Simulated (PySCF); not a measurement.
**C3H9ClSi (chlorotrimethylsilane) at 6 levels**

Wanted: a comparison of 6 runs (HF/def2-SVP, HF/aug-cc-pVDZ, B3LYP/6-31G*, B3LYP/6-31+G*, PBE0/def2-SVP, CCSD/STO-3G) of C3H9ClSi (chlorotrimethylsilane). Input form: a Python script.

The calculation is run with PySCF 2.14.0.

## (1) The structure to begin with

The species is C3H9ClSi (14 atoms), meant as a singlet with charge 0. As SMILES, `C[Si](C)(C)Cl`. The coordinates come from a PBE0-D4/def2-TZVP relaxation.

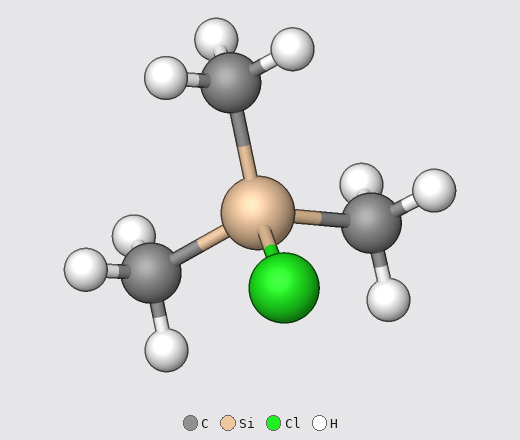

The structure, seen from a chosen angle (carbon grey, silicon light orange, chlorine green, hydrogen white).

## (2) Energy and forces at HF/def2-SVP (run 1)

input.py reads:

```python
from pyscf import gto, scf

system = gto.Mole()
system.atom = '''
C     -3.174060     1.058209     0.418820
Si     0.205262     0.584039    -0.441251
C      2.281032     0.637102     2.399990
C      0.660157    -2.357585    -2.318524
Cl     1.266740     3.603254    -2.722075
H     -3.432272     2.830923     1.443959
H     -3.835407    -0.485811     1.624125
H     -4.363340     1.113332    -1.267213
H      2.064923     2.407946     3.438017
H      4.265660     0.444331     1.866879
H      1.801381    -0.919352     3.673382
H      0.128596    -4.015063    -1.203019
H      2.632426    -2.570783    -2.888446
H     -0.501080    -2.330543    -4.024682
'''
system.verbose = 3
system.basis = 'def2-svp'
system.max_memory = 1860
system.unit = 'bohr'
system.build()

mf = scf.RHF(system)
mf.conv_tol = 1e-10
mf.kernel()
if not mf.converged:
    mf = mf.newton().run(mf.mo_coeff, mf.mo_occ)

e_tot = mf.e_tot
print('E(%s) = %.9f' % ('HF', e_tot))
grad = mf.nuc_grad_method().kernel()
dip = mf.dip_moment()
pop, q = mf.mulliken_pop()
```

Run with:

```
$ OMP_NUM_THREADS=1 python input.py
```

The program printed:

```text
converged SCF energy = -867.049553807502
[... 9 lines left out ...]
Dipole moment(X, Y, Z, Debye): -0.62116, -1.76673,  1.33461
[... 138 lines left out ...]
charge of   13H =      0.06645
```

Wall time 18 s (1 thread of Arm Neoverse V1, shared host); peak memory 0.34 GiB.

## (3) Energy and gradient at HF/aug-cc-pVDZ (run 2)

run.py reads:

```python
# C[Si](C)(C)Cl
from pyscf import gto, scf

mol = gto.M(
    atom='''
C       -1.679640       0.559980       0.221630
Si       0.108620       0.309060      -0.233500
C        1.207070       0.337140       1.270020
C        0.349340      -1.247580      -1.226910
Cl       0.670330       1.906760      -1.440460
H       -1.816280       1.498060       0.764110
H       -2.029610      -0.257080       0.859450
H       -2.308980       0.589150      -0.670580
H        1.092710       1.274230       1.819320
H        2.257290       0.235130       0.987910
H        0.953250      -0.486500       1.943870
H        0.068050      -2.124680      -0.636610
H        1.393020      -1.360400      -1.528500
H       -0.265160      -1.233270      -2.129770
''',
    basis='aug-cc-pvdz',
    charge=0,
    spin=0,
    verbose=4,
    max_memory=1860,
)

calc0 = scf.RHF(mol)
calc0.conv_tol = 1e-10
calc0.kernel()
if not calc0.converged:
    calc0 = calc0.newton().run(calc0.mo_coeff, calc0.mo_occ)

e_tot = calc0.e_tot
print(f'total energy: {e_tot:.8f} hartree')
grad = calc0.nuc_grad_method().kernel()
dip = calc0.dip_moment()
pop, q = calc0.mulliken_pop()
```

Run with:

```
$ OMP_NUM_THREADS=1 python run.py
```

The program printed:

```text
PySCF version 2.14.0

[... 68 lines left out ...]
converged SCF energy = -867.386337596465
total energy: -867.38633760 hartree
[... 11 lines left out ...]
Dipole moment(X, Y, Z, Debye): -0.65595, -1.86570,  1.40938
[... 219 lines left out ...]
charge of   13H =     -0.28753
```

It took 3.3 min on 1 thread of Arm Neoverse V1, shared host; peak memory 0.13 GiB.

Runs 3 to 5 aren't shown in full; the table further down has their settings and results.

## (4) A single-point energy at CCSD/STO-3G (run 6)

input.py reads:

```python
from pyscf import gto, cc

mol = gto.M(
    atom=[
    ('C', (-1.679640, 0.559980, 0.221630)),
    ('Si', (0.108620, 0.309060, -0.233500)),
    ('C', (1.207070, 0.337140, 1.270020)),
    ('C', (0.349340, -1.247580, -1.226910)),
    ('Cl', (0.670330, 1.906760, -1.440460)),
    ('H', (-1.816280, 1.498060, 0.764110)),
    ('H', (-2.029610, -0.257080, 0.859450)),
    ('H', (-2.308980, 0.589150, -0.670580)),
    ('H', (1.092710, 1.274230, 1.819320)),
    ('H', (2.257290, 0.235130, 0.987910)),
    ('H', (0.953250, -0.486500, 1.943870)),
    ('H', (0.068050, -2.124680, -0.636610)),
    ('H', (1.393020, -1.360400, -1.528500)),
    ('H', (-0.265160, -1.233270, -2.129770)),
],
    verbose=4,
    max_memory=1860,
    basis='sto-3g',
)

mf = mol.RHF()
mf.conv_tol = 1e-10
mf.kernel()
if not mf.converged:
    mf = mf.newton().run(mf.mo_coeff, mf.mo_occ)

mycc = cc.CCSD(mf, frozen=13)
mycc.kernel()
e_final = mycc.e_tot
print('E = %.10f Eh' % e_final)
mf.analyze()
```

Run with:

```
$ OMP_NUM_THREADS=1 python input.py
```

The program printed:

```text
PySCF version 2.14.0

[... 95 lines left out ...]
One-electron Energy =                -1783.769569145414607
[... 10 lines left out ...]
MO #6   energy= -10.3001810670457  occ= 2
[... 8 lines left out ...]
MO #15  energy= -0.931900224390752 occ= 2
[... 8 lines left out ...]
MO #24  energy= -0.517420928074641 occ= 2
[... 8 lines left out ...]
MO #33  energy= 0.521458964383417  occ= 0
[... 8 lines left out ...]
MO #42  energy= 0.746784235245083  occ= 0
[... 59 lines left out ...]
Dipole moment(X, Y, Z, Debye): -0.88524, -2.51781,  1.90199
```

Wall time 1.6 s (1 thread of Arm Neoverse V1, shared host); peak memory 0.13 GiB.

## (5) The series

```
run                                level  integration grid      task  energy (Eh)  dipole moment (D) of the reference  HOMO energy (eV)  LUMO energy (eV)  wall time
  1                          HF/def2-SVP                 –  gradient  -867.049554                                2.30            -11.48              4.20       18 s
  2                       HF/aug-cc-pVDZ                 –  gradient  -867.386338                                2.43            -11.50              0.78    3.3 min
  3   B3LYP/6-31G* (spherical functions)                 5  gradient  -869.514554                                2.57             -7.92              1.54       58 s
  4  B3LYP/6-31+G* (spherical functions)                 5  gradient  -869.521453                                2.50             -8.10             -0.39       79 s
  5                        PBE0/def2-SVP                 5  gradient  -868.776996                                2.19             -8.20              1.47       79 s
  6                          CCSD/STO-3G                 –    energy  -858.029741                                3.28             -9.65              9.83      1.6 s
```

## (6) Summary of results

```
                                           quantity          value
                                run 6: total energy  -858.02974 Eh
        run 6: dipole moment (Hartree–Fock density)         3.28 D
         run 6: HOMO energy (Hartree–Fock orbitals)       -9.65 eV
         run 6: LUMO energy (Hartree–Fock orbitals)        9.83 eV
       run 6: HOMO–LUMO gap (Hartree–Fock orbitals)       19.48 eV
run 6: correlation energy (13 core orbitals frozen)     -260.2 mEh
                               run 6: T1 diagnostic          0.004
```

**Reading.** Over runs 1, 2, 3, 4, 5 the dipole moment (its size) runs from 2.19 D (PBE0/def2-SVP) to 2.57 D (B3LYP/6-31G*). The two ends differ in method and basis. Over runs 1, 2, 3, 4, 5 the HOMO–LUMO gap runs from 7.71 eV (B3LYP/6-31+G*) to 15.68 eV (HF/def2-SVP). Totals of different functionals can't be ranked against each other. In run 6 the basis is minimal, so the values are rough. All runs together took 7.2 min, the longest 3.3 min.
